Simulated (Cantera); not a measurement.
Input: 1 mol SiCl₄, 0.81 mol H₂, equilibrated at 1123.15 K.

Cantera equilibrium calculation (NASA polynomials, part measured and part estimated; ideal gas, pure solids and liquids). Candidate condensed phases: Si; 19 gas species. The tables' values for SiCl₃ are old estimates; treat these amounts as uncertain. Kinetics and transport are ignored.

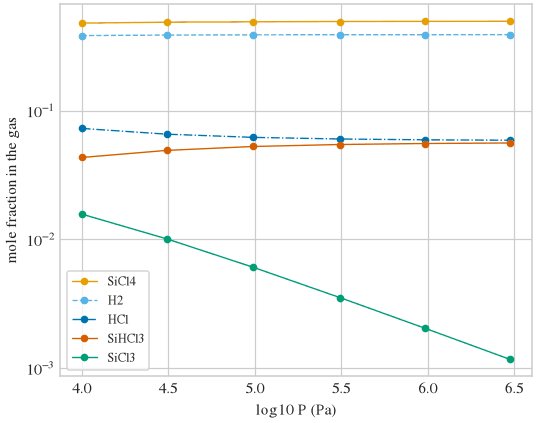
*Equilibrium gas composition (values under 1e-9 drawn at 1e-9)*

**Question.** Read off the mole fractions at 3.10 bar.

**Answer.** SiCl₄ about 0.49, H₂ about 0.39, HCl about 0.060, SiHCl₃ about 0.055, SiCl₃ about 0.0035.
